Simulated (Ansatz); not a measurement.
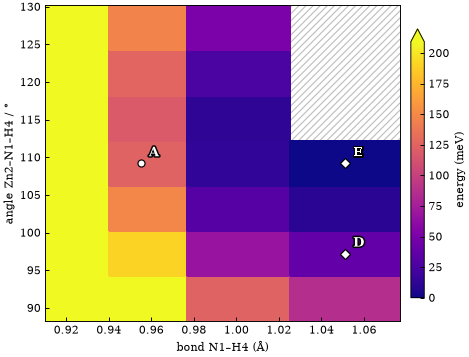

HNNaZn, SMILES [NH-][Zn][Na], charge −1. Two internal coordinates are moved rigidly from the geometry relaxed at PBE0-D4/def2-TZVP, all others fixed. The first coordinate is: bond N1–H4; the second: angle Zn2–N1–H4. The scan uses a 4 × 7 grid. At 3 points there is no value. Points are written as (first, second). Energies: meV, counted from the lowest grid point. Method: RHF-CCSD(T), frozen core with 3s3p of Cu, Zn/def2-TZVPPD in Ansatz.

Drawn: one coloured cell a grid point, one colour for all values above the top of the scale, hatched blanks where no value was computed, lettered points.

Rank the lettered points by energy, lowest first.

Answer. E (0 meV), D (38 meV), A (125 meV).
